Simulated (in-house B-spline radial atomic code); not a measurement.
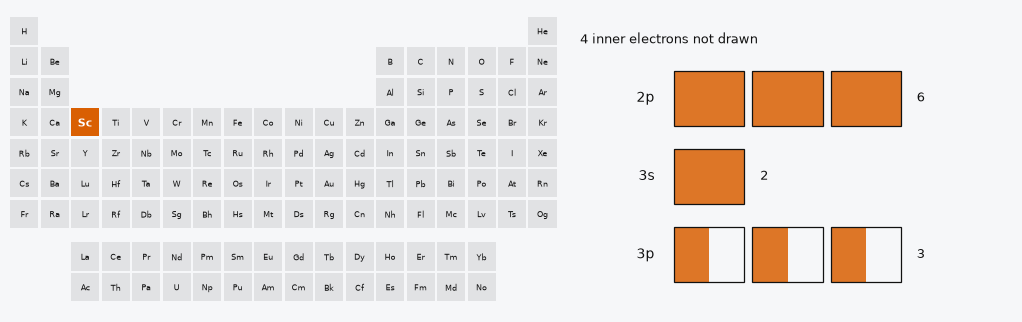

Fig. 1: Left, the place of scandium in the periodic table; right, the outer shells as the input fills them: a box for each of the 2l + 1 orbitals, shaded by the share of the shell that is filled, with the electron count at the right.

# RPA and GW calculation for Sc⁶⁺

System: Sc⁶⁺, configuration [Ne] 3s2 3p3.
Method: RPA, second-order and SOSEX correlation energies and G0W0 (contour deformation) on a scalar-relativistic (spin-free one-electron X2C) mean field, all electrons, B-spline basis (in-house B-spline radial atomic code).

**Results in brief**

- outcome: converged
- mean-field total energy: −751.77614 hartree
- total energy with exact exchange alone: −751.77614 hartree
- exact exchange energy: −35.66491 hartree
- RPA correlation, extrapolated in the angular momentum of the empty orbitals: −0.97104 hartree
- RPA correlation, as summed: −0.96562 hartree
- direct second-order term: −1.10475 hartree
- second-order exchange term: 0.40309 hartree
- SOSEX term: 0.36519 hartree
- hardware: 1 thread of Arm Neoverse N1, 98 GiB of memory available, shared host
- wall time: 7.6 s

**Notes**

Limits: spin-orbit coupling, Breit and QED terms are absent.

**The input**
```
Z = 21
electrons = 15.0
configuration = [Ne] 3s2 3p3
hamiltonian = x2c
method = oep
lmax = 9
rms_radius = 3.5459
spin_polarised = True
box_radius = 9.29
intervals = 99
```

Launched within a batch (the task file carries these settings):
```bash
python <driver script> task.json out
```

The program writes its results to a structured record and prints no log; tables and figures of this report are taken from that record.

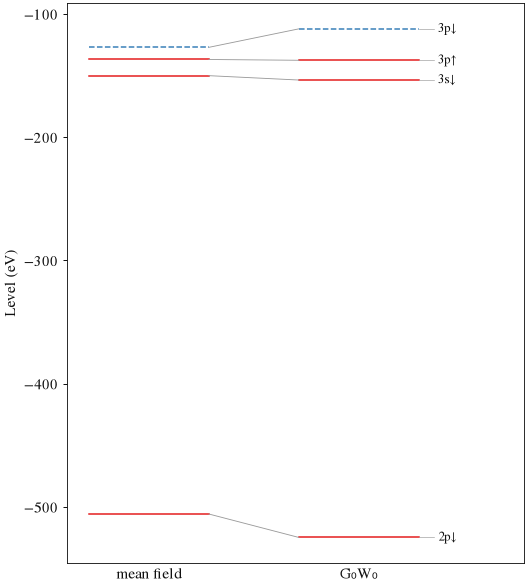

Fig. 2: Mean-field and G₀W₀ levels (solid occupied, dashed empty) for Sc⁶⁺ ([Ne] 3s² 3p³). All-electron spherical atom, scalar X2C, exchange-only OEP start, no spin-orbit coupling, Breit or QED terms; computed with a B-spline radial code. The quasi-particle equation is solved at full frequency; levels of low quasi-particle weight Z are left out. Σ columns are in eV, and Σc holds an estimate for the angular momenta beyond the basis. G₀W₀ moves the highest occupied level, 3p↑, from −136.94 to −137.59 eV (renormalisation factor Z = 0.95). The empty level 3p↓ goes from −127.09 to −112.10 eV.

```tsv
Level	Mean field (eV)	Σx − vxc (eV)	Σc (eV)	Z	G₀W₀ (eV)
3p↓	−127.09	18.92	−3.93	0.94	−112.10
3p↑	−136.94	0.00	−0.65	0.95	−137.59
3s↓	−150.08	0.00	−3.54	0.95	−153.62
2p↓	−505.75	−26.21	7.19	0.93	−524.77
```
